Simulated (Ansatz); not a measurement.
# GeH+ (singlet): the correlation ladder at distance Ge1–H2 = 1.434 Å, cc-pVQZ

Aim: climb from Hartree-Fock through coupled cluster and multireference methods for GeH+ (singlet) at one geometry and basis, and see what each rung misses.

Method: cc-pVQZ, core rule «outside noble gas», up to 14 orbitals frozen; program: Ansatz 0.2.0, Gaussian basis.

The runs, in order: UHF; CCSD(T) on RHF; BCCD(T) on RHF; CCSDT(Q) on RHF; CASSCF and NEVPT2, 4 electrons in 5 orbitals; Full CI.

21 further runs of the same task are left out: 15 that didn't finish, 6 set aside as unsound or not needed.

**1. The geometry**

The geometry derives from a PBE0/def2-TZVP stationary point (not a proven minimum). One bond is set to the value named and the two fragments are kept rigid. No spin-orbit coupling is included. The filled d shell of Ge may be among the frozen orbitals whatever the setting's name suggests; the logs give the count.

2 atoms, charge 1, spin multiplicity 1.

Atoms are counted from 1 here; the program's logs count them from 0.

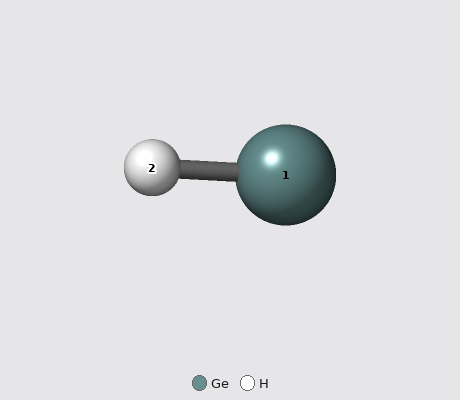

The structure; germanium teal, hydrogen white; atoms are numbered from 1 in the order of the file.

In the tables R marks a restricted determinant and U an unrestricted one; 'valence' is the active space of 4 electrons in 5 orbitals; energies count from the table's Hartree-Fock row.

**2. UHF**

Input file in.yaml:

```yaml
crystal:
  periodic: [false, false, false]
  atoms:
    - {symbol: Ge, position_ang: [0.000000, 0.000000, 0.000000]}
    - {symbol: H, position_ang: [0.000000, 0.000000, 1.434000]}
basis:
  gaussian: {orbitals: cc-pVQZ}
total_charge: 1
magnetization: {spin_polarized: true, initial_magnetization: 0}
hamiltonian: {xc: hf}
output: {orbitals: {seedname: orbitals}}
```

Command:

```console
> ansatz run in.yaml --threads 1 --pin off --events-out ev --progress --plain --max-ram 2393MiB
```

The program printed:

```text
Functional definition: HF
  name "HF"
  cite "Fock, Z. Phys. 61, 126 (1930) doi:10.1007/BF01340294"
  parent pbe
  exchange = exact_x
  correlation = 0
636 factors; their error is unknown
mean field evaluation 1: about -56480.5317 eV, gradient 7.0e0 eV
mean field evaluation 2: about -56480.8346 eV, gradient 2.4e0 eV
mean field evaluation 4: about -56480.8585 eV, gradient 1.7e-1 eV
mean field evaluation 8: about -56481.6503 eV, gradient 2.8e-2 eV
mean field evaluation 16: about -56480.8562 eV, gradient 4.5e0 eV
mean field evaluation 32: about -56472.8446 eV, gradient 1.1e1 eV
mean field -56481.65031772 eV, -2075.6623645385 hartree, gradient 8.1e-6 eV, S^2 0.000000; 0 other end points of the search recorded, 0 dependent functions left out
reference -56481.65031772 eV, -2075.6623645385 hartree; 16, 16 occupied and 82, 82 virtual orbitals, 636 factors
Total energy: -56481.65031772 eV, -2075.6623645385 hartree
```

It took 2.8 s on 1 thread of Arm Neoverse V1, shared host.

From the report: ⟨S²⟩ of the determinant 0.000 (pure singlet: 0.00).

The unrestricted search falls back on the restricted solution.

**3. CCSD(T) on RHF**

Input file in.yaml:

```yaml
crystal:
  periodic: [false, false, false]
  atoms:
    - {symbol: Ge, position_ang: [0.000000, 0.000000, 0.000000]}
    - {symbol: H, position_ang: [0.000000, 0.000000, 1.434000]}
basis:
  gaussian: {orbitals: cc-pVQZ}
total_charge: 1
magnetization: {spin_polarized: false}
correlation: {method: ccsd_t, electrons: outside_noble_gas}
output: {forces: true}
```

The command is unchanged.

The program printed, shortened:

```text
Functional definition: HF
  name "HF"
  cite "Fock, Z. Phys. 61, 126 (1930) doi:10.1007/BF01340294"
  parent pbe
[...]
608 factors; integrals over basis functions are off by at most 6.8e-4 eV
[...]
mean field -56481.65072748 eV, -2075.6623795969 hartree, gradient 7.6e-7 eV, S^2 0.000000; 0 other end points of the search recorded, 0 dependent functions left out
14 core orbitals not correlated: weight in the atoms' cores, before any rotation towards them, 0.999 or more for the frozen orbitals, at most 0.000 for the correlated occupied ones
reference -56481.65072748 eV, -2075.6623795969 hartree; 2, 2 occupied and 82, 82 virtual orbitals, 608 factors
second order -1.86639721 eV of doubles, -0.00000000 eV of singles
cycle   1  -2.17390539 eV  change   -3.1e-1 eV  update   5.2e-2
[...]
cycle   9  -2.35341064 eV  change    2.4e-6 eV  update   1.5e-6
perturbative correction -0.03645409 eV, -0.0013396630 hartree
[...]
Total energy: -56484.04059221 eV, -2075.7502055057 hartree
Atom 0 at     0.000000     0.000000     0.000000 Å, force     0.000000    -0.000000    -3.188862 eV/Å
Atom 1 at     0.000000     0.000000     1.434000 Å, force    -0.000000     0.000000     3.188862 eV/Å
Dipole moment:     0.000000    -0.000000     0.127702 e Å
```

Run time: 6.5 s. Hardware: 1 thread of Arm Neoverse V1, shared host; peak memory 0.34 GiB.

From the report: correlation -2.3899 eV; T1 0.010; largest double amplitude 0.08.

**4. BCCD(T) on RHF**

in.yaml, as its differences from that of step 3:

```diff
@@ -9,3 +9,2 @@
 magnetization: {spin_polarized: false}
-correlation: {method: ccsd_t, electrons: outside_noble_gas}
-output: {forces: true}
+correlation: {method: bccd_t, electrons: outside_noble_gas}
```

Launched as before.

The program printed, shortened:

```text
Functional definition: HF
  name "HF"
  cite "Fock, Z. Phys. 61, 126 (1930) doi:10.1007/BF01340294"
  parent pbe
[...]
608 factors; integrals over basis functions are off by at most 6.8e-4 eV
[...]
mean field -56481.65072748 eV, -2075.6623795969 hartree, gradient 7.6e-7 eV, S^2 0.000000; 0 other end points of the search recorded, 0 dependent functions left out
14 core orbitals not correlated: weight in the atoms' cores, before any rotation towards them, 0.999 or more for the frozen orbitals, at most 0.000 for the correlated occupied ones
reference -56481.65072748 eV, -2075.6623795969 hartree; 2, 2 occupied and 82, 82 virtual orbitals, 608 factors
second order -1.86639721 eV of doubles, -0.00000000 eV of singles
cycle   1  -2.17630570 eV  change   -3.1e-1 eV  update   5.2e-2
[...]
cycle   9  -2.35257443 eV  change    2.1e-6 eV  update   1.4e-6
perturbative correction -0.03732359 eV, -0.0013716166 hartree
Total energy: -56484.04062550 eV, -2075.7502067293 hartree
```

It took 2.7 s on 1 thread of Arm Neoverse V1, shared host; peak memory 0.25 GiB.

From the report: correlation -2.3899 eV; largest double amplitude 0.08.

**5. CCSDT(Q) on RHF**

in.yaml, as its differences from that of step 4:

```diff
@@ -9,2 +9,2 @@
 magnetization: {spin_polarized: false}
-correlation: {method: bccd_t, electrons: outside_noble_gas}
+correlation: {method: ccsdt_q, electrons: outside_noble_gas}
```

Launched as before.

The program printed, shortened:

```text
Functional definition: HF
  name "HF"
  cite "Fock, Z. Phys. 61, 126 (1930) doi:10.1007/BF01340294"
  parent pbe
[...]
1083 factors; integrals over basis functions are off by at most 2.1e-7 eV
[...]
mean field -56481.65072824 eV, -2075.6623796249 hartree, gradient 5.9e-7 eV, S^2 0.000000; 0 other end points of the search recorded, 0 dependent functions left out
14 core orbitals not correlated: weight in the atoms' cores, before any rotation towards them, 0.999 or more for the frozen orbitals, at most 0.000 for the correlated occupied ones
reference -56481.65072824 eV, -2075.6623796249 hartree; 2, 2 occupied and 82, 82 virtual orbitals, 1083 factors
second order -1.86640601 eV of doubles, -0.00000000 eV of singles
cycle   1  -2.17390104 eV  change   -3.1e-1 eV  update   5.5e-2
[...]
cycle  11  -2.39696284 eV  change    2.9e-7 eV  update   3.0e-7
perturbative correction -0.00112794 eV, -0.0000414509 hartree
Total energy: -56484.04881901 eV, -2075.7505078353 hartree
```

Wall time 13 s (1 thread of Arm Neoverse V1, shared host); peak memory 0.38 GiB.

From the report: correlation -2.3981 eV; T1 0.010; largest double amplitude 0.08.

**6. CASSCF and NEVPT2, 4 electrons in 5 orbitals**

in.yaml, as its differences from that of step 5:

```diff
@@ -8,3 +8,2 @@
 total_charge: 1
-magnetization: {spin_polarized: false}
-correlation: {method: ccsdt_q, electrons: outside_noble_gas}
+correlation: {method: sc_nevpt2, electrons: outside_noble_gas, active_space: {window: {electrons: 4, orbitals: 5}, shells: [{species: Ge, l: s, shell: 4}, {species: Ge, l: p, shell: 4}, {species: H, l: s, shell: 1}]}}
```

Launched as before.

The program printed:

```text
Functional definition: HF
  name "HF"
  cite "Fock, Z. Phys. 61, 126 (1930) doi:10.1007/BF01340294"
  parent pbe
  exchange = exact_x
  correlation = 0
1083 factors; integrals over basis functions are off by at most 2.1e-7 eV
mean field evaluation 1: about -56481.3219 eV, gradient 1.0e1 eV
mean field evaluation 2: about -56481.3221 eV, gradient 1.0e1 eV
mean field evaluation 4: about -56481.6471 eV, gradient 1.2e0 eV
mean field evaluation 8: about -56481.6507 eV, gradient 3.1e-4 eV
mean field -56481.65072824 eV, -2075.6623796249 hartree, gradient 5.9e-7 eV, S^2 0.000000; 0 other end points of the search recorded, 0 dependent functions left out
reference -56481.65072824 eV, -2075.6623796249 hartree; 16, 16 occupied and 82, 82 virtual orbitals, 1083 factors
state -56482.89733658 eV, -2075.7081916363 hartree
state -56482.89733658 eV, -2075.7081916363 hartree; corrected -56483.71808948 eV, -2075.7383537494 hartree
Total energy: -56483.71808948 eV, -2075.7383537494 hartree
Checks for a lower state left out: starts, orbital_swaps
```

Wall time 5.5 s (1 thread of Arm Neoverse V1, shared host).

From the report: 28 determinants; active occupations 1.98, 1.90, 0.05, 0.05, 0.02.

**7. Full CI**

Input file in.yaml:

```yaml
crystal:
  periodic: [false, false, false]
  atoms:
    - {symbol: Ge, position_ang: [0.000000, 0.000000, 0.000000]}
    - {symbol: H, position_ang: [0.000000, 0.000000, 1.434000]}
basis:
  gaussian: {orbitals: cc-pVQZ}
total_charge: 1
correlation: {method: fci, electrons: outside_noble_gas}
```

Launched as before.

The program printed:

```text
Functional definition: HF
  name "HF"
  cite "Fock, Z. Phys. 61, 126 (1930) doi:10.1007/BF01340294"
  parent pbe
  exchange = exact_x
  correlation = 0
1083 factors; integrals over basis functions are off by at most 2.1e-7 eV
mean field evaluation 1: about -56481.3219 eV, gradient 1.0e1 eV
mean field evaluation 2: about -56481.3221 eV, gradient 1.0e1 eV
mean field evaluation 4: about -56481.6471 eV, gradient 1.2e0 eV
mean field evaluation 8: about -56481.6507 eV, gradient 3.1e-4 eV
mean field -56481.65072824 eV, -2075.6623796249 hartree, gradient 5.9e-7 eV, S^2 0.000000; 0 other end points of the search recorded, 0 dependent functions left out
14 core orbitals not correlated: weight in the atoms' cores, before any rotation towards them, 0.999 or more for the frozen orbitals, at most 0.000 for the correlated occupied ones
reference -56481.65072824 eV, -2075.6623796249 hartree; 2, 2 occupied and 82, 82 virtual orbitals, 1083 factors
state -56484.04907079 eV, -2075.7505170878 hartree
Total energy: -56484.04907079 eV, -2075.7505170878 hartree
```

Wall time 27 s (1 thread of Arm Neoverse V1, shared host); peak memory 0.56 GiB.

From the report: 3,068,596 determinants, symmetry A1.

**8. Natural occupations**

Natural occupations of the FCI state about the gap (report; correlated orbitals 1 to 10): 1.957, 1.903, 0.041, 0.041, 0.023, 0.009, 0.009, 0.005, 0.004, 0.002. The count of effectively unpaired electrons, Σ n²(2 − n)², is 0.06; a single determinant of this spin has 0.

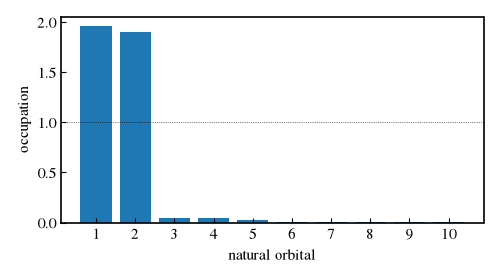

Natural occupations of the FCI state.

**9. The ladder**

The yardstick is full CI for this spin, exact in this basis with these frozen cores. Rows without a time come out of other runs: HF, MP2 and CCSD of CCSD(T), CCSDT of CCSDT(Q), CASSCF and MRCISD of the multireference runs. The times of RCCSD(T) include forces.

Differences are taken before rounding.

```csv
method,energy from the lowest RHF (meV),from FCI (meV),time
RHF,0.0,+2398.3,
RMP2,-1866.4,+531.9,
RCCSD,-2353.4,+44.9,
RCCSD(T),-2389.9,+8.5,6.5 s
BCCD(T),-2389.9,+8.4,2.7 s
RCCSDT,-2397.0,+1.4,
RCCSDT(Q),-2398.1,+0.3,13 s
CASSCF valence,-1246.6,+1151.7,
NEVPT2 valence,-2067.4,+331.0,5.5 s
FCI,-2398.3,0,27 s
```

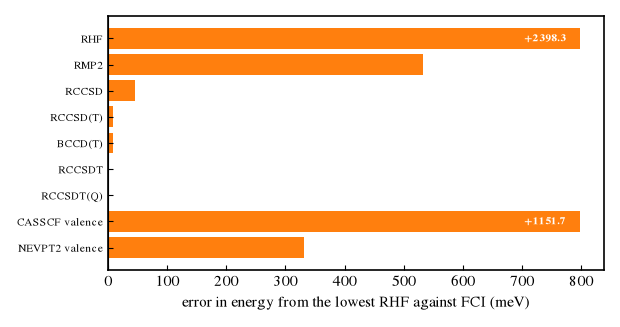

Deviations from FCI, method by method. Bars with a number in them are cut short.

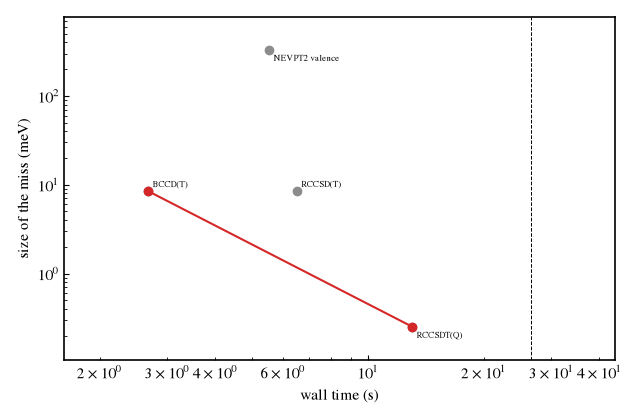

Miss against cost. Red marks the levels that no quicker level drawn beats (of those quicker than the yardstick), and the dashed line is the time of FCI. Times are from a shared host.

**10. Summary of results**

```
                         quantity                                 value
         FCI below the RHF energy                            -2.3983 eV
                    RMP2 from FCI                            +531.9 meV
                   RCCSD from FCI                             +44.9 meV
                RCCSD(T) from FCI                              +8.5 meV
               RCCSDT(Q) from FCI                              +0.3 meV
          NEVPT2 valence from FCI                            +331.0 meV
levels within 1 kcal/mol (43 meV)  RCCSD(T), BCCD(T), RCCSDT, RCCSDT(Q)
                    T1 diagnostic                                 0.010
   effectively unpaired electrons                                  0.06
```

What this shows: RCCSD(T) lands +8.5 meV from the yardstick (0.4 % of the correlation energy). One determinant dominates. These misses are within one basis, not against nature.

RCCSDT(Q) reaches 0.3 meV from the reference in 13 s, where FCI took 27 s; the quickest level in the cost chart, BCCD(T), takes 2.7 s and misses by 8.4 meV.
